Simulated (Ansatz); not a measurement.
Geometry relaxation, with input and output: Ge$_{3}$Te$_{7}$ (part 2 of 2)

Continued. System: Ge$_{3}$Te$_{7}$. Method: RKS PBE-D4/def2-SVP (Ansatz 0.2.0). The geometry: GFN1-xTB start.

Geometry of the input (Å):
```
Ge 2.7281  0.8633  -1.1850
Ge 0.0755  0.9340  -0.2238
Ge -0.3638  -1.5080  1.9661
Te 1.6655  -1.0315  0.6049
Te 1.5850  0.3150  -3.3240
Te 1.4230  3.0155  -0.2390
Te -1.7311  0.6394  1.6146
Te -0.9140  -3.2888  3.4353
Te -3.3499  -0.1449  -0.3724
Te -1.1183  0.2060  -2.2766
```

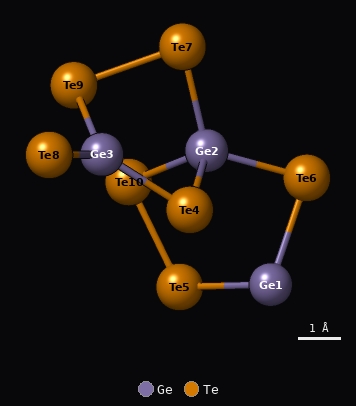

The geometry at step 17 of the log (ball-and-stick view, seen at a tilt; atoms are numbered from 1 in the order of the input).

**Trajectory as extended XYZ, continued**
```
10
Properties=species:S:1:pos:R:3:forces:R:3 step=7 energy=-220569.01093
Ge    3.0822    1.0531   -1.3288   -0.0806  -0.0726  -0.0281
Ge    0.0970    1.0525   -0.1049    0.0912   0.1134  -0.0176
Ge   -0.5577   -1.5218    1.9443   -0.1188  -0.1714  -0.1685
Te    1.5088   -1.1729    0.3446    0.0863   0.1069   0.0449
Te    1.4573    0.2424   -3.2996    0.0618   0.0415   0.0166
Te    1.6463    3.0768   -0.2585   -0.0410  -0.0698  -0.0031
Te   -1.9609    0.9016    1.7037   -0.0723   0.0148  -0.0882
Te   -1.1544   -3.2395    3.5072   -0.0130  -0.0175   0.0725
Te   -2.9373   -0.9119   -0.1387    0.1507   0.0744   0.1783
Te   -1.1811    0.5197   -2.3693   -0.0644  -0.0198  -0.0067
10
Properties=species:S:1:pos:R:3:forces:R:3 step=8 energy=-220569.06051
Ge    3.0536    1.0136   -1.3686    0.1014  -0.0397   0.0388
Ge    0.1168    1.0978   -0.0733   -0.1558  -0.1636   0.0634
Ge   -0.6461   -1.5681    1.8625   -0.0045  -0.3022  -0.0658
Te    1.5325   -1.1154    0.3742    0.0290   0.0780   0.1607
Te    1.4402    0.3034   -3.3499   -0.0483  -0.0133  -0.0712
Te    1.6707    3.0642   -0.2722    0.0941   0.2462  -0.0080
Te   -1.9909    0.9776    1.7078    0.0692   0.0175  -0.1201
Te   -1.2238   -3.2486    3.5028    0.0429   0.1090  -0.0642
Te   -2.7874   -1.0032   -0.0535   -0.1039   0.0729   0.1220
Te   -1.1655    0.4787   -2.3297   -0.0240  -0.0048  -0.0556
10
Properties=species:S:1:pos:R:3:forces:R:3 step=9 energy=-220569.07748
Ge    3.0474    0.9968   -1.4105   -0.0504   0.0447  -0.0779
Ge    0.1413    1.1160   -0.0342    0.0765   0.1268  -0.1123
Ge   -0.7366   -1.6674    1.7352    0.3740  -0.2049   0.0883
Te    1.5978   -1.0304    0.5174   -0.1403   0.0820   0.1057
Te    1.4091    0.3298   -3.4207   -0.0021   0.0170   0.1523
Te    1.7140    3.1203   -0.2995   -0.1802  -0.3201  -0.0383
Te   -1.9738    1.0505    1.6892   -0.0543  -0.0939  -0.0573
Te   -1.2785   -3.2666    3.4559    0.0482  -0.0203   0.0343
Te   -2.7642   -1.0577    0.0483   -0.2962   0.3186  -0.0468
Te   -1.1565    0.4088   -2.2812    0.2247   0.0502  -0.0480
10
Properties=species:S:1:pos:R:3:forces:R:3 step=10 energy=-220569.13397
Ge    3.0670    1.0011   -1.4107   -0.1032   0.0455  -0.0394
Ge    0.1061    1.1035   -0.0473   -0.0039   0.0562   0.0046
Ge   -0.7311   -1.7152    1.7121    0.0156  -0.1079  -0.0398
Te    1.5827   -0.9880    0.5905    0.0018  -0.0317  -0.0134
Te    1.4474    0.3131   -3.4158    0.0331  -0.0492   0.0839
Te    1.6632    3.0797   -0.3464    0.0314   0.0076   0.0129
Te   -1.9495    1.0405    1.7400    0.0068   0.1104  -0.0618
Te   -1.2218   -3.3017    3.4540    0.0302  -0.0156  -0.0013
Te   -2.8420   -0.9482    0.0431   -0.0512  -0.0037   0.0112
Te   -1.1221    0.4152   -2.3196    0.0393  -0.0117   0.0431
10
Properties=species:S:1:pos:R:3:forces:R:3 step=11 energy=-220569.14620
Ge    3.0769    1.0690   -1.4123   -0.0168  -0.0765  -0.0360
Ge    0.0982    1.1290   -0.0377   -0.1678  -0.0557  -0.0876
Ge   -0.7621   -1.8460    1.5640   -0.0519  -0.0148   0.1749
Te    1.5560   -0.9628    0.6267    0.0122  -0.0594   0.0154
Te    1.4789    0.1693   -3.3252   -0.0486   0.0931  -0.0455
Te    1.6409    3.1054   -0.3666    0.0502   0.0873   0.0223
Te   -1.9302    1.1505    1.7142   -0.0693   0.0562   0.0644
Te   -1.1438   -3.3451    3.4160    0.0327   0.0441  -0.1619
Te   -2.9037   -0.8882    0.1308    0.0674   0.0152   0.0464
Te   -1.1111    0.4188   -2.3099    0.1918  -0.0895   0.0075
10
Properties=species:S:1:pos:R:3:forces:R:3 step=12 energy=-220569.16190
Ge    3.0506    1.0617   -1.4309    0.0982  -0.0272   0.0398
Ge    0.0753    1.1305   -0.0264    0.0001   0.0390  -0.0281
Ge   -0.7751   -1.8439    1.5777    0.0024   0.0147   0.0273
Te    1.5489   -0.9603    0.6411   -0.0646   0.0082   0.0263
Te    1.5041    0.1881   -3.3885   -0.0653   0.0514   0.0484
Te    1.6352    3.1054   -0.3523   -0.0043  -0.0294  -0.0094
Te   -1.9501    1.1982    1.7382    0.0272   0.0229  -0.0647
Te   -1.1355   -3.3796    3.3923    0.0135  -0.0020  -0.0691
Te   -2.8988   -0.8534    0.1552    0.0505  -0.0379   0.0495
Te   -1.0546    0.3533   -2.3065   -0.0576  -0.0397  -0.0200
10
Properties=species:S:1:pos:R:3:forces:R:3 step=13 energy=-220569.17006
Ge    3.0720    1.0412   -1.4161   -0.0239   0.0061  -0.0055
Ge    0.0677    1.1397   -0.0444   -0.0146   0.0032   0.0104
Ge   -0.7730   -1.8324    1.5958    0.0554   0.0268  -0.0295
Te    1.5341   -0.9517    0.6391   -0.0111  -0.0097   0.0400
Te    1.4895    0.2229   -3.3754    0.0447  -0.0096  -0.0080
Te    1.6483    3.0947   -0.3585    0.0289   0.0089   0.0034
Te   -1.9545    1.2173    1.7223    0.0121   0.0254  -0.0588
Te   -1.1329   -3.3960    3.3775    0.0024  -0.0542   0.0125
Te   -2.8774   -0.8668    0.1661   -0.0508  -0.0062   0.0281
Te   -1.0738    0.3310   -2.3063   -0.0430   0.0093   0.0073
10
Properties=species:S:1:pos:R:3:forces:R:3 step=14 energy=-220569.17659
Ge    3.0791    1.0423   -1.4190   -0.0344   0.0062  -0.0171
Ge    0.0564    1.1509   -0.0488   -0.0091  -0.0080  -0.0176
Ge   -0.7819   -1.8644    1.5675    0.0746   0.0006   0.0170
Te    1.5224   -0.9308    0.6784   -0.0360   0.0082   0.0193
Te    1.4962    0.2110   -3.3694    0.0466  -0.0192  -0.0066
Te    1.6536    3.0946   -0.3665    0.0218  -0.0065   0.0088
Te   -1.9592    1.2751    1.7042   -0.0218   0.0136  -0.0497
Te   -1.1077   -3.4362    3.3492    0.0023  -0.0442  -0.0092
Te   -2.8890   -0.8518    0.2101   -0.0333   0.0255   0.0279
Te   -1.0698    0.3093   -2.3057   -0.0106   0.0238   0.0272
10
Properties=species:S:1:pos:R:3:forces:R:3 step=15 energy=-220569.19739
Ge    3.0946    1.0430   -1.4321    0.0020   0.0147  -0.0346
Ge    0.0163    1.1913   -0.0661    0.0083  -0.0406  -0.0513
Ge   -0.8008   -1.9667    1.5022    0.1447   0.0143   0.1091
Te    1.4709   -0.8609    0.7857   -0.0938   0.0138   0.0074
Te    1.5232    0.1701   -3.3601    0.0112  -0.0383   0.0177
Te    1.6723    3.0915   -0.3847    0.0079  -0.0262   0.0154
Te   -1.9850    1.4596    1.6466   -0.0952  -0.0780  -0.0869
Te   -1.0308   -3.5757    3.2671   -0.0070  -0.0391  -0.0742
Te   -2.9133   -0.8009    0.3446    0.0054   0.1277   0.0704
Te   -1.0475    0.2486   -2.3031    0.0165   0.0518   0.0270
10
Properties=species:S:1:pos:R:3:forces:R:3 step=16 energy=-220569.20905
Ge    3.1196    1.0350   -1.4472    0.0238   0.0443  -0.0519
Ge   -0.0237    1.2271   -0.0924    0.0175  -0.0445   0.0000
Ge   -0.7953   -2.0477    1.4670    0.0160   0.1560   0.1794
Te    1.4088   -0.7928    0.8916   -0.0544   0.0506  -0.0306
Te    1.5427    0.1412   -3.3456   -0.0178  -0.0833   0.0246
Te    1.7021    3.0771   -0.4006   -0.0123  -0.0495   0.0344
Te   -2.0284    1.6342    1.5729   -0.0736  -0.2420  -0.1340
Te   -0.9532   -3.7230    3.1812   -0.0231  -0.0421  -0.1376
Te   -2.9354   -0.7516    0.4723    0.1004   0.1453   0.1180
Te   -1.0372    0.2005   -2.2992    0.0235   0.0651  -0.0023
10
Properties=species:S:1:pos:R:3:forces:R:3 step=17 energy=-220569.25919
Ge    3.2011    1.1125   -1.6125   -0.0631   0.1744   0.0065
Ge   -0.0379    1.2495   -0.1175   -0.0942  -0.2165   0.1406
Ge   -0.7654   -1.9779    1.6396   -0.3667  -0.0844  -0.0303
Te    1.3601   -0.7264    0.9979    0.0969   0.0744  -0.0350
Te    1.5448    0.0851   -3.3423   -0.0895  -0.0136   0.0935
Te    1.7645    3.0267   -0.3587    0.1598   0.0097  -0.1309
Te   -2.0863    1.6542    1.4787   -0.0447   0.0542  -0.0283
Te   -0.9873   -3.8816    3.0859    0.0282   0.0369  -0.0827
Te   -2.9462   -0.7936    0.5450    0.2159  -0.0068   0.1850
Te   -1.0474    0.2515   -2.3161    0.1574  -0.0280  -0.1184
10
Properties=species:S:1:pos:R:3:forces:R:3 step=18 energy=-220569.31947
Ge    3.2709    1.2008   -1.7270   -0.1978   0.2060  -0.0136
Ge   -0.0758    1.2509   -0.1228    0.0355  -0.2307   0.1285
Ge   -0.7895   -2.0060    1.6831   -0.3151  -0.1849   0.1429
Te    1.3080   -0.6705    1.1205   -0.0471   0.0859  -0.0662
Te    1.5835    0.0295   -3.3290   -0.0504  -0.0081   0.1523
Te    1.7895    2.9917   -0.3760    0.1686  -0.0559  -0.1409
Te   -2.1299    1.7805    1.4128   -0.0312  -0.1436  -0.0940
Te   -0.9697   -4.0424    2.9777    0.0291   0.2518  -0.2368
Te   -2.9703   -0.7721    0.7015    0.2212   0.0733   0.2137
Te   -1.0167    0.2378   -2.3408    0.1872   0.0063  -0.0859
10
Properties=species:S:1:pos:R:3:forces:R:3 step=19 energy=-220569.40785
Ge    3.3019    1.3461   -1.8535   -0.1519   0.0711  -0.1211
Ge   -0.0655    1.2169   -0.1130   -0.0054  -0.1063  -0.0262
Ge   -0.8468   -2.0146    1.7517   -0.1232  -0.1381   0.1472
Te    1.2534   -0.6560    1.2091   -0.0001  -0.0367  -0.0045
Te    1.6320   -0.0387   -3.3062    0.0453   0.0406   0.1886
Te    1.8085    2.9788   -0.4049    0.0285  -0.0672  -0.0495
Te   -2.1383    1.8429    1.3506   -0.0530  -0.2088  -0.0803
Te   -0.9840   -4.1512    2.8745    0.0087   0.2367  -0.1988
Te   -2.9966   -0.7704    0.8614    0.1052   0.1613   0.1550
Te   -0.9647    0.2461   -2.3697    0.1461   0.0474  -0.0102
10
Properties=species:S:1:pos:R:3:forces:R:3 step=20 energy=-220569.46339
Ge    3.3376    1.4948   -1.9748   -0.2993  -0.0178  -0.0849
Ge   -0.0623    1.1433   -0.0959   -0.0056   0.0262  -0.1648
Ge   -0.8908   -1.9790    1.8096    0.0730  -0.2453   0.1520
Te    1.2565   -0.6924    1.2428   -0.1216  -0.0506   0.0081
Te    1.6845   -0.0944   -3.2468    0.1685   0.0560   0.0987
Te    1.7899    2.9398   -0.4216    0.0840   0.0180  -0.0208
Te   -2.1467    1.8573    1.3090    0.0031  -0.1264  -0.0576
Te   -1.0098   -4.1800    2.7883   -0.0215   0.1521  -0.1153
Te   -3.0368   -0.7651    0.9975   -0.0003   0.1512   0.0732
Te   -0.9221    0.2757   -2.4081    0.1196   0.0366   0.1114
10
Properties=species:S:1:pos:R:3:forces:R:3 step=21 energy=-220569.48264
Ge    3.2634    1.6392   -2.0826    0.0742  -0.0794  -0.1370
Ge   -0.0172    1.1529   -0.1296   -0.1409  -0.0478  -0.0054
Ge   -0.9377   -2.0229    1.8915    0.0841  -0.0017   0.0010
Te    1.1857   -0.7263    1.2573    0.1170  -0.0450   0.0248
Te    1.7728   -0.1997   -3.2353    0.0830   0.2648   0.2201
Te    1.7992    3.0076   -0.4071   -0.0661  -0.1847  -0.0802
Te   -2.1189    1.8783    1.2441   -0.0483  -0.1681  -0.0407
Te   -1.0591   -4.2736    2.7271   -0.0167   0.0681  -0.0445
Te   -3.0645   -0.7492    1.1805   -0.0440   0.2060   0.0156
Te   -0.8238    0.2937   -2.4460   -0.0423  -0.0121   0.0465
10
Properties=species:S:1:pos:R:3:forces:R:3 step=22 energy=-220569.50424
Ge    3.3396    1.7035   -2.1439   -0.2608  -0.0709   0.0182
Ge   -0.0318    1.1283   -0.1407   -0.0809  -0.0810   0.0452
Ge   -0.9396   -2.0193    1.9235   -0.0299  -0.1293   0.0182
Te    1.1796   -0.7428    1.2617    0.1051  -0.0007  -0.0016
Te    1.7949   -0.1351   -3.1920    0.1352   0.0716  -0.0054
Te    1.8014    2.9611   -0.4411    0.0593  -0.0248  -0.0351
Te   -2.1307    1.8762    1.2178   -0.0346  -0.0772   0.0151
Te   -1.0919   -4.2950    2.7118   -0.0046   0.1919  -0.0704
Te   -3.0852   -0.7405    1.2459    0.0346   0.1207   0.0043
Te   -0.8362    0.2635   -2.4429    0.0767  -0.0004   0.0115
10
Properties=species:S:1:pos:R:3:forces:R:3 step=23 energy=-220569.49269 accepted=F
Ge    3.2393    1.8651   -2.2059    0.1240   0.0001  -0.0675
Ge   -0.0196    1.0162   -0.1113    0.1876   0.1239  -0.1354
Ge   -0.9661   -2.0689    1.8135    0.1763   0.1973   0.1473
Te    1.2321   -0.7992    1.3174   -0.1397  -0.0892  -0.0319
Te    1.8861   -0.0932   -3.2265   -0.1221  -0.0221   0.0252
Te    1.7018    2.9661   -0.4466   -0.0808  -0.0493   0.0859
Te   -2.0271    1.9205    1.2418   -0.0330   0.0705   0.0473
Te   -1.2202   -4.2699    2.7312   -0.0171  -0.0186  -0.0796
Te   -3.0624   -0.6354    1.3073   -0.1542  -0.1915  -0.0210
Te   -0.7641    0.0986   -2.4209    0.0591  -0.0210   0.0297
10
Properties=species:S:1:pos:R:3:forces:R:3 step=24 energy=-220569.52018
Ge    3.2847    1.7776   -2.1779   -0.0353  -0.0043   0.0094
Ge   -0.0262    1.0716   -0.1214    0.0108   0.0150  -0.0016
Ge   -0.9444   -2.0050    1.8812   -0.0094  -0.0324   0.0463
Te    1.2235   -0.7738    1.2725   -0.0432  -0.0009   0.0024
Te    1.8440   -0.1233   -3.2136   -0.0048   0.0206   0.0115
Te    1.7569    2.9515   -0.4291    0.0226   0.0068  -0.0149
Te   -2.0941    1.8798    1.2371   -0.0056   0.0291  -0.0065
Te   -1.1522   -4.2543    2.6934   -0.0108   0.0019  -0.0243
Te   -3.1016   -0.7015    1.2823    0.0716  -0.0105  -0.0042
Te   -0.7904    0.1773   -2.4245    0.0043  -0.0254  -0.0181
10
Properties=species:S:1:pos:R:3:forces:R:3 step=25 energy=-220569.51922 accepted=F
Ge    3.2674    1.7917   -2.1956    0.0246  -0.0063  -0.0118
Ge   -0.0295    1.0733   -0.1246   -0.0170   0.0689  -0.0002
Ge   -0.9179   -2.0055    1.9532   -0.0438   0.0282  -0.0780
Te    1.2184   -0.7447    1.3036    0.0912  -0.0293   0.0468
Te    1.8423   -0.1293   -3.2031    0.0156  -0.0070  -0.0269
Te    1.7550    2.9587   -0.4385   -0.0365  -0.0248   0.0028
Te   -2.0967    1.9099    1.2184    0.0130  -0.0478  -0.0028
Te   -1.2023   -4.2954    2.6172    0.0148   0.0190   0.0104
Te   -3.0441   -0.6953    1.2849   -0.0612  -0.0010   0.0296
Te   -0.7926    0.1365   -2.4156   -0.0008   0.0001   0.0301
10
Properties=species:S:1:pos:R:3:forces:R:3 step=26 energy=-220569.52315
Ge    3.2828    1.7894   -2.1992   -0.0148  -0.0111  -0.0189
Ge   -0.0195    1.0756   -0.1121    0.0052  -0.0185   0.0159
Ge   -0.9435   -2.0069    1.9106    0.0050  -0.0015   0.0028
Te    1.2188   -0.7591    1.3158   -0.0102   0.0118   0.0011
Te    1.8444   -0.1045   -3.2396   -0.0120   0.0020   0.0227
Te    1.7595    2.9525   -0.4461    0.0060   0.0232   0.0276
Te   -2.0958    1.8895    1.2343    0.0091   0.0115  -0.0141
Te   -1.1809   -4.2751    2.6581   -0.0051   0.0013  -0.0108
Te   -3.0845   -0.6990    1.2786    0.0187  -0.0035  -0.0001
Te   -0.7812    0.1375   -2.4004   -0.0018  -0.0153  -0.0264
10
Properties=species:S:1:pos:R:3:forces:R:3 step=27 energy=-220569.52414
Ge    3.2691    1.7973   -2.2050    0.0115  -0.0038  -0.0199
Ge   -0.0153    1.0693   -0.1125   -0.0064   0.0038   0.0172
Ge   -0.9350   -2.0023    1.9179   -0.0010   0.0003  -0.0126
Te    1.2268   -0.7499    1.3315   -0.0024   0.0090   0.0006
Te    1.8400   -0.1067   -3.2327   -0.0025  -0.0112   0.0002
Te    1.7572    2.9549   -0.4396   -0.0137   0.0026   0.0107
Te   -2.0899    1.8991    1.2248    0.0082   0.0047  -0.0038
Te   -1.1964   -4.2794    2.6295    0.0004   0.0004  -0.0034
Te   -3.0702   -0.6920    1.2775   -0.0059  -0.0089   0.0045
Te   -0.7863    0.1096   -2.3915    0.0118   0.0030   0.0063
```

**Key numbers**

```csv
quantity,value
outcome,converged
total energy,−220569.5242 eV
mean-field energy,−220568.2559 eV
dispersion energy,−1.2683 eV
HOMO,−5.08 eV
LUMO,−3.74 eV
largest force (length of the vector) at the end,0.023 eV/Å
dipole moment,3.03 D
hardware,"4 threads of Intel Xeon @ 2.50GHz, 180 GiB of memory available, shared host"
wall time,6.2 min (CPU time 22 min)
peak memory,0.83 GiB
```
